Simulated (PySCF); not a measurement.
# PBE0/STO-3G run of SnS (SMILES [S][Sn])

Aim: the vertical ionisation energy of SnS at PBE0/STO-3G, from 2 runs. 

The calculation is run with PySCF 2.14.0.

11 further runs of the same task are left out: 5 that didn't finish, 6 set aside as unsound or not needed.

## 1. The molecule

The species is SnS (2 atoms), meant as a singlet with charge 0. SMILES: `[S][Sn]`. The bond length is the measured one.

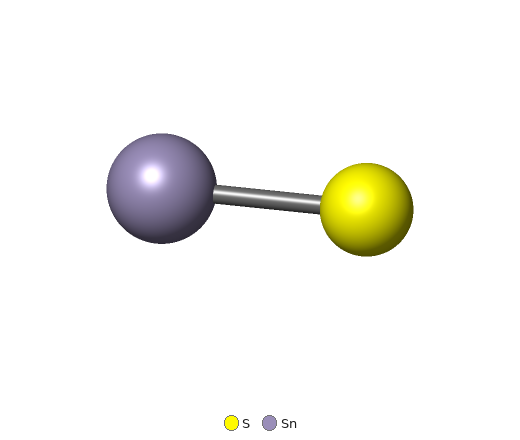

The structure, seen from a chosen angle (sulfur yellow, tin purple).

## 2. The energy at PBE0/STO-3G

File calc.py:

```python
# SnS
from pyscf import gto, dft

mol = gto.Mole()
mol.atom = '''
S      0.000000     0.000000     0.000000
Sn     0.000000     0.000000     2.209026
'''
mol.max_memory = 1860
mol.spin = 0
mol.basis = 'sto-3g'
mol.charge = 0
mol.verbose = 3
mol.build()

mf = dft.RKS(mol, xc='pbe0')
mf.grids.level = 5
mf.conv_tol = 1e-10
mf.kernel()
if not mf.converged:
    mf = mf.newton().run(mf.mo_coeff, mf.mo_occ)

e_tot = mf.e_tot
print('Final energy', e_tot)
```

Command:

```sh
OMP_NUM_THREADS=1 python calc.py
```

The log of the run:

```text
converged SCF energy = -6358.69287726909
Final energy -6358.692877269089
```

Run time: 6.9 s. Hardware: 1 thread of Arm Neoverse V1, shared host; peak memory 0.24 GiB.

## 3. The doublet cation

File input.py:

```python
from pyscf import gto, dft

mol = gto.M(
    atom=[
    ('S', (0.000000, 0.000000, 0.000000)),
    ('Sn', (0.000000, 0.000000, 2.209026)),
],
    max_memory=1860,
    verbose=3,
    spin=1,
    charge=1,
    basis='sto-3g',
)

mf = dft.UKS(mol)
mf.xc = 'pbe0'
mf.conv_tol = 1e-10
mf.grids.level = 5
mf.kernel()
if not mf.converged:
    mf = mf.newton().run(mf.mo_coeff, mf.mo_occ)

energy = mf.e_tot
print('E = %.10f Eh' % energy)
```

Command:

```sh
OMP_NUM_THREADS=1 python input.py
```

The log of the run:

```text
WARN: HOMO -0.517041361884953 >= LUMO -0.51704136188493

converged SCF energy = -6358.45724735214  <S^2> = 0.75639715  2S+1 = 2.0063869
E = -6358.4572473521 Eh
```

It took 8.1 s on 1 thread of Arm Neoverse V1, shared host; peak memory 0.23 GiB.

## 4. What came out

Level: PBE0/STO-3G.

| quantity | value |
| --- | --- |
| singlet SnS: total energy | -6358.69288 Eh |
| singlet SnS: dipole moment | 0.88 D |
| singlet SnS: HOMO energy | -3.50 eV |
| singlet SnS: LUMO energy | 1.66 eV |
| singlet SnS: HOMO–LUMO gap | 5.15 eV |
| doublet cation: total energy | -6358.45725 Eh |
| doublet cation: HOMO energy (highest over α and β) | -11.03 eV |
| doublet cation: LUMO energy (lowest over α and β) | -9.13 eV |
| doublet cation: ⟨S²⟩ | 0.756 |
| vertical ionisation energy (to the doublet cation) | 6.412 eV |

In words: Removing an electron at fixed nuclei costs 6.41 eV (619 kJ/mol). −ε(HOMO) before ionisation, 3.50 eV, is 2.92 eV below this ionisation energy. In a minimal basis such a difference can be off by several eV, whatever the method. Relativity is left out (singlet SnS) although the molecule holds a heavy atom. Relativity is left out (doublet cation) although the molecule holds a heavy atom.
